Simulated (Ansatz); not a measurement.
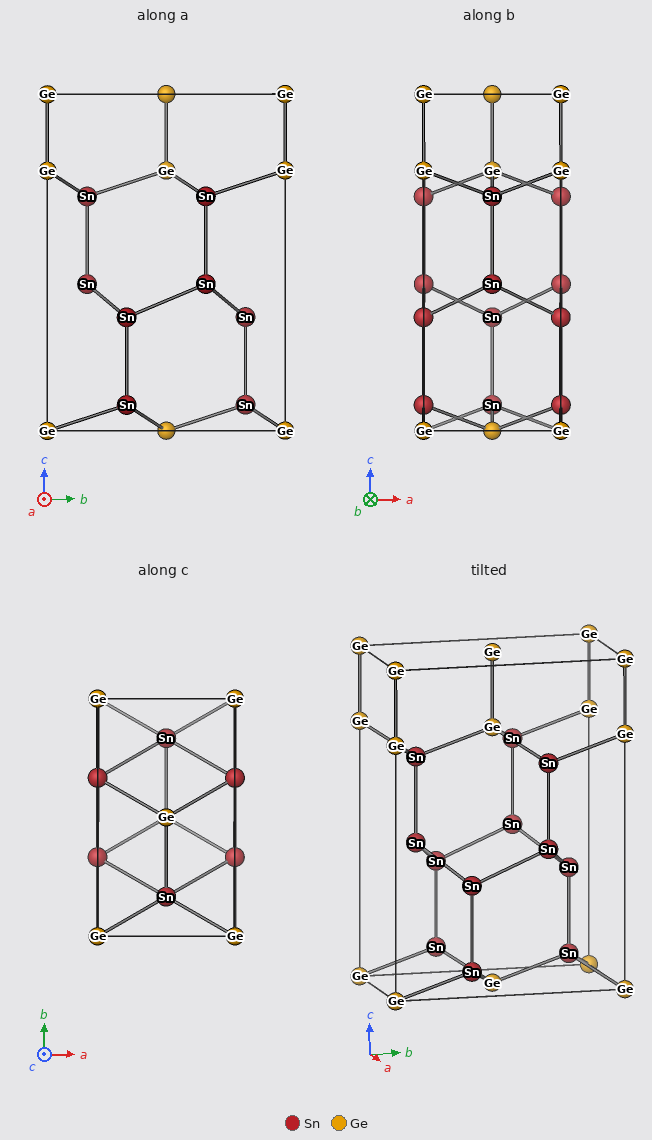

A ball-and-stick picture of a crystal structure, seen along the a axis, along the b axis, along the c axis and slightly off an axis. The edges of the unit cell are marked.

Lattice parameters: a = 4.5094 Å, b = 7.8024 Å, c = 11.0483 Å, α = 89.920°, β = 90.007°, γ = 90.006°.

> Convert the drawing into a CIF in P1 with every atom of the cell, with free fractional coordinates to two decimals.

```cif
data_structure
_symmetry_space_group_name_H-M 'P 1'
_symmetry_Int_Tables_number 1
_cell_length_a 4.5094
_cell_length_b 7.8024
_cell_length_c 11.0483
_cell_angle_alpha 89.920
_cell_angle_beta 90.007
_cell_angle_gamma 90.006
_cell_volume 388.73
loop_
_atom_site_label
_atom_site_type_symbol
_atom_site_fract_x
_atom_site_fract_y
_atom_site_fract_z
_atom_site_occupancy
Sn1 Sn 0.00 0.33 0.34 1
Sn2 Sn 0.50 0.83 0.34 1
Sn3 Sn 0.50 0.17 0.70 1
Sn4 Sn 0.00 0.67 0.70 1
Sn5 Sn 0.50 0.17 0.44 1
Sn6 Sn 0.00 0.67 0.44 1
Sn7 Sn 0.00 0.33 0.08 1
Sn8 Sn 0.50 0.83 0.08 1
Ge1 Ge 0.00 0.00 0.00 1
Ge2 Ge 0.50 0.50 0.00 1
Ge3 Ge 0.50 0.50 0.77 1
Ge4 Ge 0.00 0.00 0.77 1
```

Origin of the cell: a structure type filled with these elements by a generator (whether the compound takes this form wasn't checked). Relaxation method: DFT PBE, scalar-relativistic, plane waves, PAW (Ansatz 0.2.0).
